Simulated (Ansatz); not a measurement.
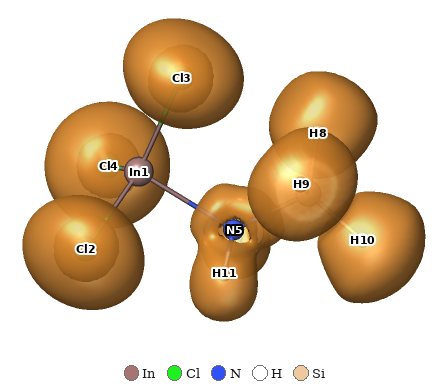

Figure. Cl₃H₅InNSi. Isosurface of the electron localisation function at 0.75 (orange), seen at a tilt. Only the valence region is drawn (cores and ρ < 0.01 e/Å³ removed).

Core potentials replace the inner electrons of In.

The calculation used RKS B3LYP-D4/def2-SVP (Ansatz).

```csv
atom,x (Å),y (Å),z (Å)
In,0.0161,-0.1624,0.1568
Cl,-0.4650,1.5805,1.6852
Cl,2.2620,-0.4626,-0.5350
Cl,-1.7076,-0.8700,-1.3037
N,-0.1625,-1.9098,1.6684
H,-0.9555,-2.4525,1.3105
Si,1.3160,-2.9292,1.9511
H,1.6495,-3.5610,0.6550
H,2.3640,-2.0191,2.4656
H,0.9738,-3.9641,2.9680
H,-0.4896,-1.4446,2.5216
```

What do the ELF domains correspond to?

Answer. The ELF exceeds this value in three regions around hydrogen nuclei, three regions wrapped around Cl (the valence shell of each) and one joined region spread over several atoms (H, N), in which their bonds and any lone pairs are merged. Along the contacts the grid gives the following. Si–N (1.82 Å): the ELF peaks at about 0.95 between the atoms: a polar covalent bond. In–N (2.32 Å): the ELF peaks at about 0.95 in the valence shell of N, 0.7 Å from its nucleus, and drops to about 0.10 between the two atoms.
